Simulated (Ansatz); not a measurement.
**BNH6 (SMILES [BH3-][NH3+]): levels of theory compared**

Wanted: a comparison of 6 runs (BHLYP/STO-3G, HSE06/STO-3G, SVWN5/STO-3G, wB97M-V/STO-3G, wB97X/STO-3G, CCSDT(Q)/STO-3G) of BNH6. 

The results are computed with Ansatz 0.2.0.

48 further runs of the same task are left out: 2 that didn't finish, 46 set aside as unsound or not needed.

## Step 1: The molecule

The species is BNH6 (8 atoms), meant as a singlet with charge 0. As SMILES, `[BH3-][NH3+]`. The H5–B1 distance was set to 1.818 Å, away from the relaxed value. At this shape a bond of the SMILES string is far longer than usual.

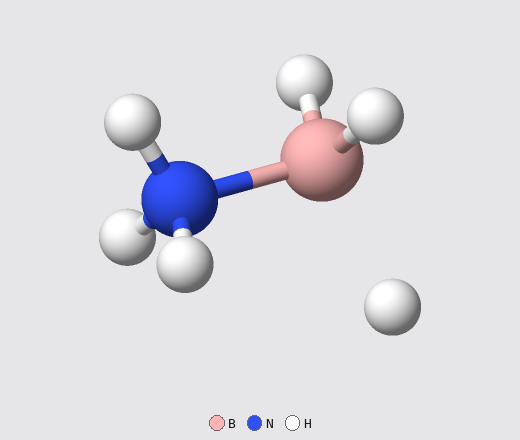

The structure, seen from a chosen angle (boron pink, nitrogen blue, hydrogen white).

## Step 2: A single-point energy at BHLYP/STO-3G (run 1)

The input, in.yaml:

```yaml
crystal:
  periodic: [false, false, false]
  atoms:
    - {symbol: B, position_ang: [-0.589123, -0.187071, -0.643909]}
    - {symbol: "N", position_ang: [-0.191323, -0.692971, 0.863191]}
    - {symbol: H, position_ang: [-0.476023, -1.166271, -1.349509]}
    - {symbol: H, position_ang: [-1.730423, 0.211829, -0.555709]}
    - {symbol: H, position_ang: [0.604400, 1.126600, -1.038400]}
    - {symbol: H, position_ang: [-0.257023, 0.069129, 1.530191]}
    - {symbol: H, position_ang: [0.758777, -1.049171, 0.886791]}
    - {symbol: H, position_ang: [-0.811823, -1.434371, 1.171991]}
basis:
  gaussian:
    orbitals: STO-3G
hamiltonian:
  xc: {name: BHLYP}
accuracy: high
```

On the command line:

```sh
$ ansatz run in.yaml --threads 1 --pin off --max-ram 2610MiB --events-out events.jsonl --progress --plain --runs-dir runs
```

Output:

```text
Warning: RAYON_NUM_THREADS=1 ignored (pool sized by the plan → 1); use --threads N
Functional definition: BHLYP
  name "BHLYP"
  parameter a = 0.5
  exchange = (1 - a)*b88_x + a*exact_x
  correlation = lyp_c
276 factors; integrals over basis functions are off by at most 1.3e-8 eV
mean field evaluation 1: about -2230.6554 eV, gradient 1.3e1 eV
mean field evaluation 2: about -2231.3562 eV, gradient 6.8e0 eV
mean field evaluation 4: about -2231.5191 eV, gradient 1.8e-1 eV
mean field evaluation 8: about -2231.4979 eV, gradient 2.9e-4 eV
mean field -2231.49790719 eV, -82.0060355258 hartree, gradient 1.3e-8 eV, S^2 0.000000; 0 other end points of the search recorded, 0 dependent functions left out
reference -2231.49792732 eV, -82.0060362654 hartree; 9, 9 occupied and 7, 7 virtual orbitals, 276 factors
Total energy: -2231.49792732 eV, -82.0060362654 hartree
```

Wall time 1.1 s (1 thread of Arm Neoverse V1, shared host); peak memory 0.096 GiB.

## Step 3: A single-point energy at HSE06/STO-3G (run 2)

Changes to in.yaml since step 2:

```diff
@@ -15,3 +15,3 @@
 hamiltonian:
-  xc: {name: BHLYP}
+  xc: hse06
 accuracy: high
```

On the command line:

```sh
$ ansatz run in.yaml --threads 1 --pin off --max-ram 2610MiB --events-out events.jsonl --progress --plain --runs-dir runs
```

Output:

```text
Warning: RAYON_NUM_THREADS=1 ignored (pool sized by the plan → 1); use --threads N
Functional definition: HSE06
  name "HSE06"
  parameter a = 0.25
  parameter omega = 0.11/bohr
  exchange = pbe_x - a*pbe_x_sr(omega) + a*exact_x_sr(omega)
  correlation = pbe_c
276 factors; integrals over basis functions are off by at most 1.3e-8 eV
67 factors; integrals over basis functions are off by at most 2.9e-10 eV
mean field evaluation 1: about -2229.5083 eV, gradient 1.1e1 eV
mean field evaluation 2: about -2229.7912 eV, gradient 9.3e0 eV
mean field evaluation 4: about -2230.1283 eV, gradient 6.5e-1 eV
mean field evaluation 8: about -2230.0684 eV, gradient 2.7e-3 eV
mean field evaluation 16: about -2230.0684 eV, gradient 1.3e-8 eV
mean field -2230.06839576 eV, -81.9535019495 hartree, gradient 1.3e-8 eV, S^2 0.000000; 0 other end points of the search recorded, 0 dependent functions left out
reference -2230.06839786 eV, -81.9535020266 hartree; 9, 9 occupied and 7, 7 virtual orbitals, 276 factors
Total energy: -2230.06839786 eV, -81.9535020266 hartree
```

Run time: 1.4 s. Hardware: 1 thread of Arm Neoverse V1, shared host; peak memory 0.096 GiB.

Runs 3 to 5 aren't shown in full; the table further down has their settings and results.

## Step 4: A single-point energy at CCSDT(Q)/STO-3G (run 6)

The input, molecule.yaml:

```yaml
crystal:
  periodic: [false, false, false]
  atoms:
    - symbol: B
      position_ang: [-0.589123, -0.187071, -0.643909]
    - symbol: "N"
      position_ang: [-0.191323, -0.692971, 0.863191]
    - symbol: H
      position_ang: [-0.476023, -1.166271, -1.349509]
    - symbol: H
      position_ang: [-1.730423, 0.211829, -0.555709]
    - symbol: H
      position_ang: [0.604400, 1.126600, -1.038400]
    - symbol: H
      position_ang: [-0.257023, 0.069129, 1.530191]
    - symbol: H
      position_ang: [0.758777, -1.049171, 0.886791]
    - symbol: H
      position_ang: [-0.811823, -1.434371, 1.171991]
basis:
  gaussian:
    orbitals: STO-3G
magnetization:
  spin_polarized: false
  initial_magnetization: 0
correlation:
  method: ccsdt_q
  frozen_orbitals: {B: 1, H: 0, "N": 1}
accuracy: high
scf:
  omitted_lower_state_checks: [cluster_reference, increment]
```

On the command line:

```sh
$ ansatz run molecule.yaml --threads 1 --pin off --max-ram 2610MiB --events-out events.jsonl --progress --plain --runs-dir runs
```

Output, cut to the lines that bear on the results:

```text
Warning: RAYON_NUM_THREADS=1 ignored (pool sized by the plan → 1); use --threads N
Functional definition: HF
  name "HF"
[...]
276 factors; integrals over basis functions are off by at most 1.3e-8 eV
[...]
mean field -2216.89284670 eV, -81.4693094523 hartree, gradient 1.3e-8 eV, S^2 0.000000; 0 other end points of the search recorded, 0 dependent functions left out; unrestricted orbitals would lower it
2 core orbitals not correlated: weight in the atoms' cores, before any rotation towards them, 1.000 or more for the frozen orbitals, at most 0.000 for the correlated occupied ones
reference -2216.89284670 eV, -81.4693094523 hartree; 7, 7 occupied and 7, 7 virtual orbitals, 276 factors
second order -3.17605847 eV of doubles, -0.00000000 eV of singles
cycle   1  -3.95371186 eV  change   -7.8e-1 eV  update   8.1e-2
[...]
cycle  20  -4.46873894 eV  change   -1.3e-9 eV  update  2.2e-10
perturbative correction 0.00056154 eV, 0.0000206360 hartree
Total energy: -2221.36102411 eV, -81.6335119433 hartree
Checks for a lower state left out: cluster_reference, increment
```

Wall time 0.63 s (1 thread of Arm Neoverse V1, shared host).

## Step 5: The series

```
run            level  frozen core orbitals  energy (Eh)  wall time
  1     BHLYP/STO-3G                     –   -82.006036      1.1 s
  2     HSE06/STO-3G                     –   -81.953502      1.4 s
  3     SVWN5/STO-3G                     –   -81.254745     0.77 s
  4   wB97M-V/STO-3G                     –   -82.025231       20 s
  5     wB97X/STO-3G                     –   -82.045976      6.6 s
  6  CCSDT(Q)/STO-3G                     2   -81.633512     0.63 s
```

## Step 6: What came out

| quantity | value |
| --- | --- |
| run 6: total energy | -81.63351 Eh |
| run 6: correlation energy (2 core orbitals frozen) | -164.2 mEh |
| run 6: T1 diagnostic | 0.010 |

**Reading.** Totals of different functionals can't be ranked against each other. In run 6 the log says that unrestricted orbitals would lower the reference, so the values rest on an unstable closed-shell determinant (other closed-shell runs at this shape may share the fault). In runs 1, 2, 3, 4, 5, 6 the basis is minimal, so the values are rough. All runs together took 31 s, the longest 20 s.
